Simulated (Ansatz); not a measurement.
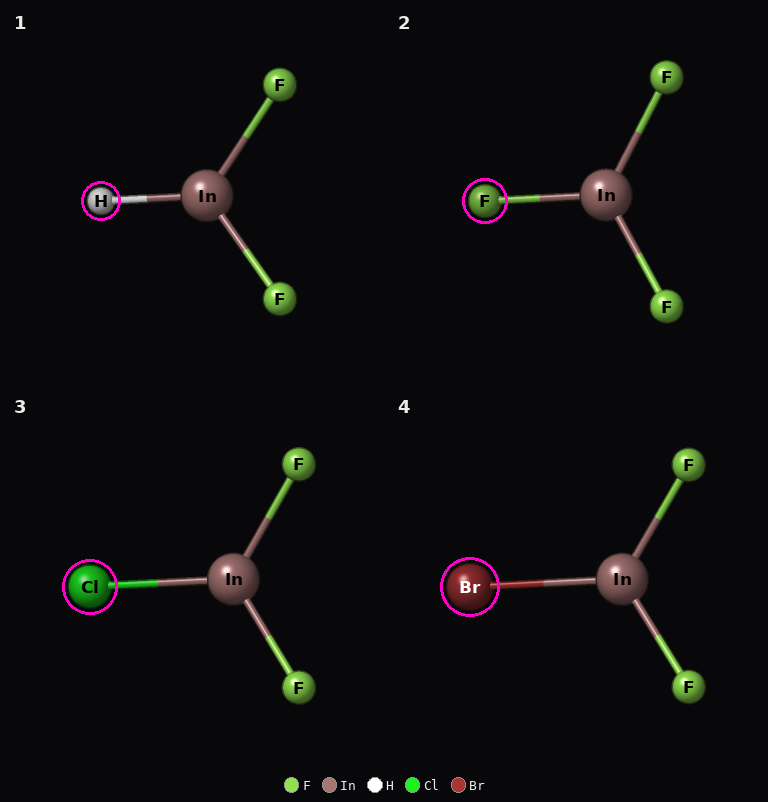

4 molecules with one skeleton, seen from the same side and at one scale; the atom that differs is circled. Each species is neutral and a spin singlet. Computed geometries: PBE0-D4/def2-TZVP optimisations, one conformation each. Properties computed with Ansatz 0.2.0. Elements past Kr carry core potentials.

One atom differs, called X below: H in panel 1, F in panel 2, Cl in panel 3, Br in panel 4. Their formulas are F2HIn (`[F][InH][F]`), InF3 (`[F][In]([F])[F]`), InClF2 (`[F][In]([F])[Cl]`), InBrF2 (`[F][In]([F])[Br]`).

Question: Rank them by the dipole moment, lowest first (ωB97M-V/def2-TZVPP).

Answer: 2 (F), 3 (Cl), 4 (Br), 1 (H).

Question: Rank them by the HOMO energy (Kohn–Sham orbital), lowest first (ωB97M-V/def2-TZVPP).

Answer: 2 (F), 1 (H), 3 (Cl), 4 (Br).

Give the values. With PBE0-D4/def2-TZVP: length of X–In (Å), mean angle F–In–X (°). With ωB97M-V/def2-TZVPP: HOMO energy (Kohn–Sham orbital) (eV), HOMO–LUMO gap (eV), dipole moment (D).

```
                            quantity   1 (H)   2 (F)  3 (Cl)  4 (Br)
                  length of X–In (Å)   1.681   1.918   2.277   2.413
               mean angle F–In–X (°)   126.6   120.0   122.6   123.2
HOMO energy (Kohn–Sham orbital) (eV)  −12.30  −13.63  −12.20  −11.56
                  HOMO–LUMO gap (eV)   12.03   12.26   11.04   10.36
                   dipole moment (D)    3.53    0.00    1.19    1.66
```
